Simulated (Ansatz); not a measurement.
AlBF2H2 (SMILES F[BH][AlH][F])

Input

```
crystal:
  periodic: [false, false, false]
  atoms:
    - {symbol: Al, position_ang: [0.887126, -0.690277, -0.291043]}
    - {symbol: B, position_ang: [-1.261020, -0.647231, -0.128814]}
    - {symbol: F, position_ang: [1.640703, 0.783520, -0.584304]}
    - {symbol: F, position_ang: [-1.835923, -0.728569, 1.070488]}
    - {symbol: H, position_ang: [-2.033217, -0.562616, -1.056015]}
    - {symbol: H, position_ang: [1.846611, -1.953926, -0.213531]}
basis:
  gaussian:
    orbitals: def2-TZVPD
hamiltonian:
  xc: {name: PBE0}
output:
  forces: true
  orbitals: {seedname: orbitals}
```

Command:

```sh
ansatz run input.yaml --threads 1 --pin off --max-ram 2610MiB --events-out events.jsonl --progress --plain --runs-dir runs
```

Geometry: PBE0-D3(BJ)/pcseg-1.

Computed with isolated molecule in a Gaussian basis; Kohn-Sham density functional theory, functional PBE0 (Ansatz).

> What will maps of the electron density and electron localisation function show?

B–F (1.33 Å): ρ at the midpoint is about 2.2 e/Å³; the ELF peaks at about 0.85 between the atoms; a shared but strongly polarised pair.
Al–B (2.15 Å): ρ at the midpoint is about 0.6 e/Å³; the ELF peaks at about 1 between the atoms, as expected for localised, covalent bonding.
B–H (1.21 Å): ρ is about 1.3 e/Å³ halfway; the ELF climbs to about 1 towards the hydrogen, as it does in any bond to H; an ordinary covalent bond to hydrogen.

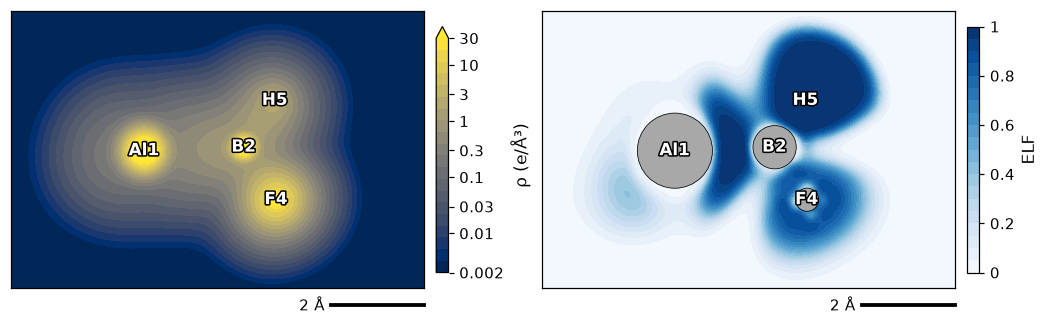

Computed electron density and electron localisation function on the plane of atoms Al1, B2 and F4, in this order. Grey discs cover the atomic cores in the ELF map. 
